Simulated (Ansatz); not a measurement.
# Run report: C₂H₈O₂Si, geometry relaxation (part 2 of 2)

The same run, continued: C₂H₈O₂Si; RKS r2SCAN-D4/6-31G (Ansatz 0.2.0). It belongs to a series of runs on one base structure; here: start relaxed.

**Trajectory as extended XYZ, continued**
```
13
Properties=species:S:1:pos:R:3:forces:R:3 step=3 energy=-14167.69043
O    -1.0921    1.8667    1.1043   -0.0816   0.1732   0.1337
C    -0.8318    0.4690    0.8736    0.0976  -0.2430  -0.2717
C     0.3968    0.3106   -0.0280   -0.1512  -0.0994   0.1835
O     0.1775    1.0931   -1.2651    0.0179   0.0366   0.0739
Si    0.8985   -1.5273   -0.3819    0.0158  -0.0424  -0.0926
H    -0.9452    2.3370    0.2538    0.0162  -0.0631  -0.0532
H    -0.6657    0.0044    1.8514   -0.0002   0.0675   0.0010
H    -1.7017   -0.0345    0.4011    0.0572   0.0995   0.0491
H     1.2425    0.8129    0.4500    0.0632   0.1096  -0.0163
H    -0.5162    0.6579   -1.8054   -0.0177  -0.0683  -0.0182
H     1.1182   -2.2599    0.9146   -0.0208  -0.0019  -0.0207
H    -0.2144   -2.1984   -1.1496    0.0339   0.0369   0.0197
H     2.1540   -1.5661   -1.2036   -0.0303  -0.0052   0.0118
13
Properties=species:S:1:pos:R:3:forces:R:3 step=4 energy=-14167.69728
O    -1.0972    1.8747    1.0996   -0.0310   0.0556   0.0735
C    -0.8301    0.4715    0.8806    0.0627  -0.1353  -0.1028
C     0.4005    0.3100   -0.0126   -0.1164  -0.0517   0.0730
O     0.1717    1.0834   -1.2547    0.0079   0.0537  -0.0145
Si    0.9018   -1.5258   -0.3877    0.0133  -0.0105  -0.0177
H    -0.9522    2.3293    0.2404    0.0094  -0.0212  -0.0600
H    -0.6681    0.0227    1.8659    0.0020   0.0306   0.0033
H    -1.6994   -0.0331    0.4125    0.0507   0.0573   0.0219
H     1.2445    0.8283    0.4529    0.0398   0.0295   0.0233
H    -0.5002    0.6233   -1.8022   -0.0237  -0.0369  -0.0181
H     1.1076   -2.2787    0.8985   -0.0042  -0.0158  -0.0168
H    -0.2144   -2.1766   -1.1666    0.0193   0.0383   0.0099
H     2.1561   -1.5636   -1.2115   -0.0298   0.0064   0.0252
13
Properties=species:S:1:pos:R:3:forces:R:3 step=5 energy=-14167.70112
O    -1.0997    1.8849    1.0868    0.0125  -0.0305  -0.0220
C    -0.8220    0.4745    0.8933   -0.0055   0.0237   0.0389
C     0.4032    0.3088    0.0020    0.0041   0.0236   0.0191
O     0.1583    1.0713   -1.2477   -0.0176  -0.0245  -0.0591
Si    0.9037   -1.5244   -0.3881   -0.0092   0.0201  -0.0043
H    -0.9673    2.3132    0.2102    0.0014  -0.0137   0.0046
H    -0.6559    0.0511    1.8887   -0.0003   0.0010  -0.0053
H    -1.6900   -0.0371    0.4371    0.0030  -0.0055   0.0051
H     1.2478    0.8404    0.4558   -0.0109  -0.0230  -0.0026
H    -0.4944    0.5841   -1.7987    0.0249   0.0187   0.0303
H     1.0834   -2.3231    0.8746   -0.0148   0.0088  -0.0164
H    -0.2128   -2.1270   -1.2030    0.0175   0.0014   0.0038
H     2.1663   -1.5511   -1.1961   -0.0051  -0.0001   0.0079
13
Properties=species:S:1:pos:R:3:forces:R:3 step=6 energy=-14167.70226
O    -1.0956    1.8843    1.0899    0.0097  -0.0093  -0.0197
C    -0.8134    0.4754    0.9001    0.0040   0.0044   0.0349
C     0.4022    0.3113   -0.0046   -0.0088   0.0026   0.0070
O     0.1416    1.0682   -1.2554    0.0151  -0.0114  -0.0102
Si    0.9039   -1.5220   -0.3912   -0.0226   0.0368   0.0035
H    -0.9720    2.3085    0.2103   -0.0020  -0.0022  -0.0003
H    -0.6347    0.0563    1.8952    0.0077   0.0031  -0.0060
H    -1.6833   -0.0428    0.4564   -0.0177  -0.0125  -0.0048
H     1.2502    0.8447    0.4391    0.0022   0.0041  -0.0046
H    -0.5110    0.5748   -1.7997    0.0054   0.0002   0.0183
H     1.0360   -2.3263    0.8723   -0.0031  -0.0041   0.0023
H    -0.1933   -2.1116   -1.2385    0.0028  -0.0098  -0.0143
H     2.1899   -1.5553   -1.1589    0.0074  -0.0018  -0.0061
13
Properties=species:S:1:pos:R:3:forces:R:3 step=7 energy=-14167.70305
O    -1.0919    1.8897    1.0840   -0.0039  -0.0099  -0.0297
C    -0.7995    0.4797    0.9173   -0.0157   0.0247   0.0149
C     0.4016    0.3145   -0.0056   -0.0014  -0.0216  -0.0290
O     0.1209    1.0593   -1.2603    0.0089   0.0055   0.0228
Si    0.8989   -1.5179   -0.3971    0.0226  -0.0287  -0.0120
H    -0.9880    2.2954    0.1924    0.0017  -0.0033   0.0264
H    -0.5972    0.0811    1.9165    0.0039   0.0073  -0.0191
H    -1.6725   -0.0558    0.4991   -0.0014  -0.0011   0.0067
H     1.2555    0.8538    0.4194   -0.0017  -0.0033  -0.0014
H    -0.5328    0.5546   -1.7920   -0.0066  -0.0039  -0.0002
H     0.9606   -2.3460    0.8587   -0.0043   0.0105  -0.0248
H    -0.1566   -2.0863   -1.3137    0.0120   0.0221   0.0312
H     2.2215   -1.5568   -1.1037   -0.0142   0.0017   0.0141
13
Properties=species:S:1:pos:R:3:forces:R:3 step=8 energy=-14167.70328
O    -1.0944    1.8887    1.0811   -0.0030  -0.0071  -0.0090
C    -0.8004    0.4795    0.9162   -0.0061  -0.0006   0.0032
C     0.4016    0.3129   -0.0063    0.0156   0.0076   0.0051
O     0.1223    1.0594   -1.2595    0.0018  -0.0036  -0.0002
Si    0.9024   -1.5183   -0.3974   -0.0154  -0.0083  -0.0031
H    -0.9868    2.2953    0.1909    0.0038   0.0019   0.0047
H    -0.5965    0.0826    1.9153    0.0016   0.0003  -0.0015
H    -1.6733   -0.0580    0.5000    0.0042   0.0022   0.0035
H     1.2551    0.8518    0.4195   -0.0036   0.0037   0.0041
H    -0.5344    0.5573   -1.7902   -0.0029  -0.0019  -0.0033
H     0.9612   -2.3487    0.8558    0.0041   0.0066  -0.0062
H    -0.1608   -2.0798   -1.3068    0.0128  -0.0006  -0.0005
H     2.2245   -1.5574   -1.1037   -0.0128  -0.0002   0.0033
```

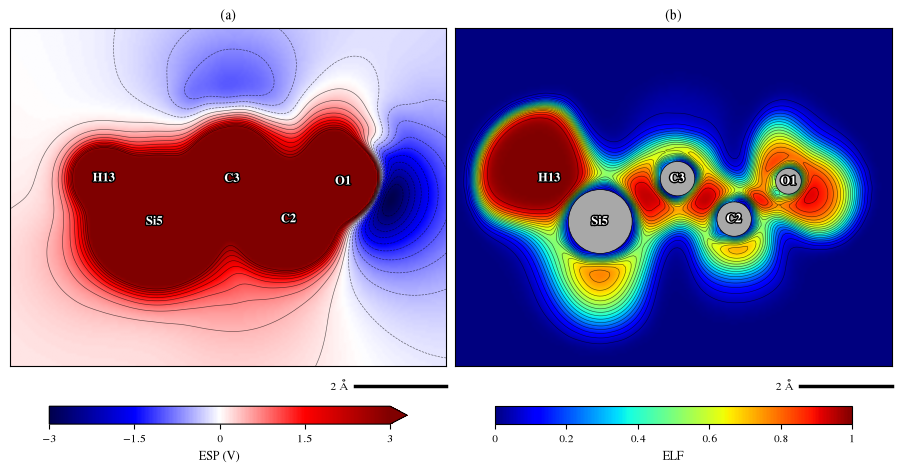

**Figure 1.** (a) electrostatic potential; (b) ELF on the plane of atoms O1, C2 and C3. Grey discs, where drawn, cover atomic cores. The section cuts through O, C, Si and H sites. C–O (1.45 Å): the ELF peaks at about 0.90 between the atoms, which marks a shared but strongly polarised pair. C–Si (1.94 Å): the ELF peaks at about 0.95 between the atoms, as expected for localised, shared-pair bonding. Si–H (1.50 Å): the ELF climbs to about 1 towards the hydrogen, as it does in any bond to H.

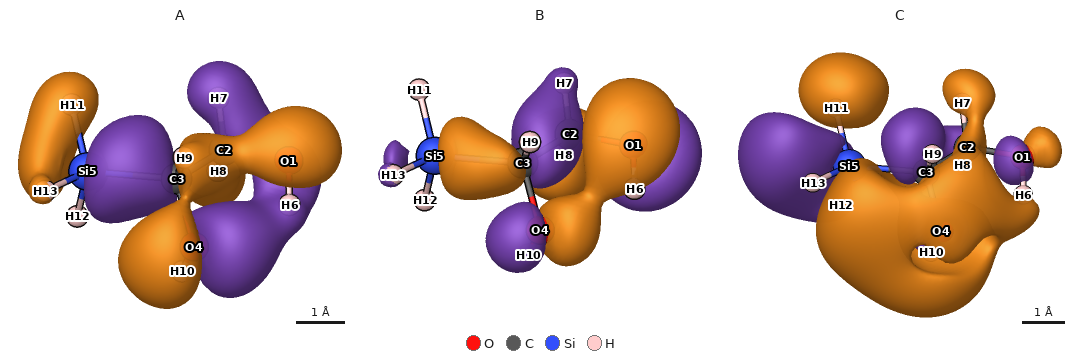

**Figure 2.** Three frontier orbitals at ±0.06 Å⁻³ᐟ² (orange and purple are the two phases). A is the HOMO−1 (−6.89 eV). It lies mainly on O4 (45 %), O1 (15 %), C3 (10 %) and Si5 (10 %). B is the HOMO (−6.07 eV). C is the LUMO (0.27 eV). It lies mainly on Si5 (30 %), H10 (15 %), O4 (15 %) and C3 (15 %). The HOMO–LUMO gap is 6.34 eV between the orbital energies.

This output came from the following input.

**Input file**
```yaml
crystal:
  periodic: [false, false, false]
  atoms:
    - { symbol: O, position_ang: [-1.0456, 1.7745, 1.1044] }
    - { symbol: C, position_ang: [-0.8472, 0.4336, 0.8386] }
    - { symbol: C, position_ang: [0.3504, 0.3033, -0.0912] }
    - { symbol: O, position_ang: [0.1853, 1.1108, -1.2621] }
    - { symbol: Si, position_ang: [0.9047, -1.5024, -0.3814] }
    - { symbol: H, position_ang: [-0.8494, 2.3068, 0.2696] }
    - { symbol: H, position_ang: [-0.6732, -0.0632, 1.8056] }
    - { symbol: H, position_ang: [-1.7031, 0.0461, 0.3554] }
    - { symbol: H, position_ang: [1.2311, 0.8221, 0.4505] }
    - { symbol: H, position_ang: [-0.5742, 0.6445, -1.7539] }
    - { symbol: H, position_ang: [1.107, -2.1861, 0.9546] }
    - { symbol: H, position_ang: [-0.1633, -2.1842, -1.0869] }
    - { symbol: H, position_ang: [2.098, -1.5404, -1.1882] }
basis:
  gaussian: { orbitals: "6-31G" }
hamiltonian:
  xc: r2scan
  dispersion: d4
relax:
  f_tol: 0.02
  max_steps: 40
scf:
  lower_state_search: "off"
output:
  orbitals: {}
```

Launch command:
```bash
ansatz run input.yaml --threads 1 --pin off --max-ram 2048MiB --backend cpu --events-out ev --progress --plain --runs-dir out
```

**Results in brief**

- outcome: converged
- total energy: −14167.7033 eV
- mean-field energy: −14167.6403 eV
- largest force (length of the vector) at the end: 0.018 eV/Å
- hardware: 1 thread of Arm Neoverse V1, 24 GiB of memory available, shared host
- wall time: 37 s
- peak memory: 0.14 GiB
